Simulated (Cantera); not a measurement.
A closed system holds: 1 mol MgCO3, 0.4 mol H2, a varied amount of O2, held at 1500 °C and 0.0133 bar.

These are equilibrium values from Cantera (NASA tables, ideal gas, pure condensed phases), not measurements of a reactor. Candidate condensed phases: C, C6H6, C7H8, C8H18, H2O, Mg, MgCO3, MgO, Mg(OH)2; 116 gas species. Kinetics and transport are ignored.

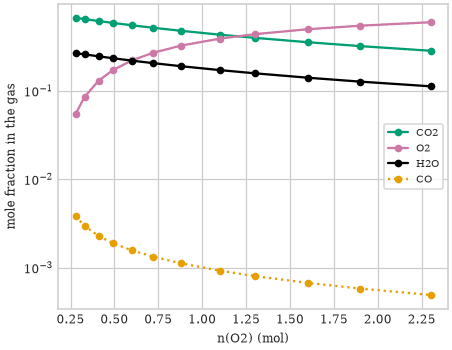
*Equilibrium gas composition (values under 1e-9 drawn at 1e-9)*

### Question
Read off the mole fractions at 1.1 mol O2.

### Answer
CO2 about 0.43, O2 about 0.39, H2O about 0.17, CO about 0.00093.
